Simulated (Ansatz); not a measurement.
# TiPd, response to strain

Take TiPd in the CsCl type structure (space group Pm-3m, No. 221; a = 3.134 Å; relaxed with 0.1 eV smearing) as the base.

Strains are applied to the cell and any free atomic positions relax.

Computed with PBEsol (Ansatz, a quantum-chemistry and plane-wave program, PAW, no spin-orbit coupling).

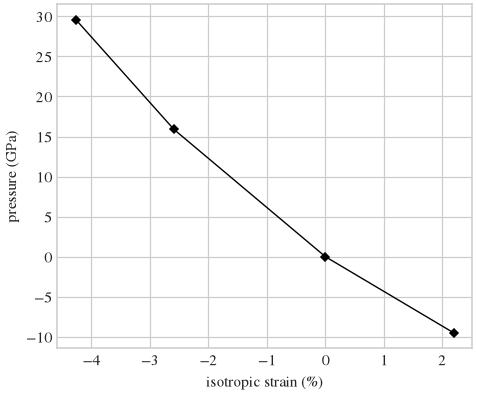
Figure: Pressure against isotropic strain

Task: From the plot, what is the pressure for isotropic strain −4.26 %?

Result: About 30 GPa.

Task: Is the trend monotonic over the range shown?

Result: Yes, it falls throughout, spanning -9.5 GPa to 29.5 GPa.

Stability against distortions was not tested. All final runs are without spin polarisation.
